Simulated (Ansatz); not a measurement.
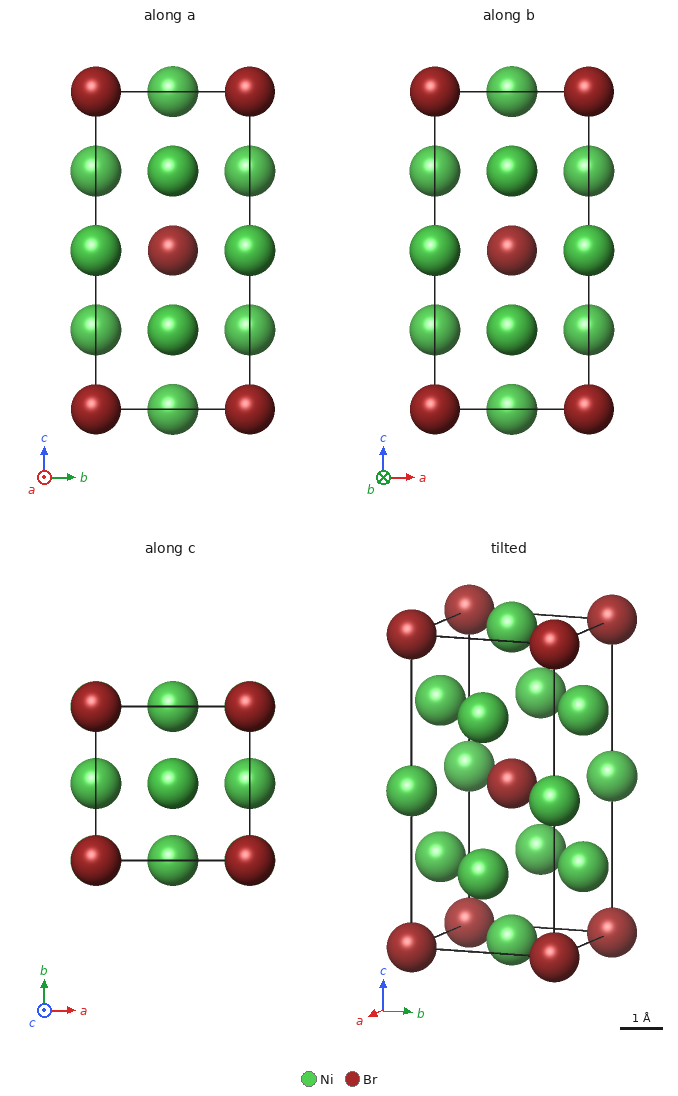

Structure drawing (spheres-only), viewed along the a axis, along the b axis, along the c axis and slightly off an axis. The frame is the conventional unit cell; atoms at its boundary are shown with their periodic copies.

Lattice parameters: a = 3.710 Å, b = 3.710 Å, c = 7.658 Å, α = 90.00°, β = 90.00°, γ = 90.00°.

Write down what is shown as a table of Wyckoff sites.

Space group I4/mmm (No. 139).
```tsv
atom	site	x	y	z
Ni	2b	0.5000	0.5000	0.0000
Ni	4d	0.5000	0.0000	0.2500
Br	2a	0.0000	0.0000	0.0000
```

The starting point was a textbook structure type filled with these elements (whether it is the usual form wasn't checked). What is shown is the relaxed result from Ansatz 0.2.0, DFT PBE, scalar-relativistic, plane waves, PAW.
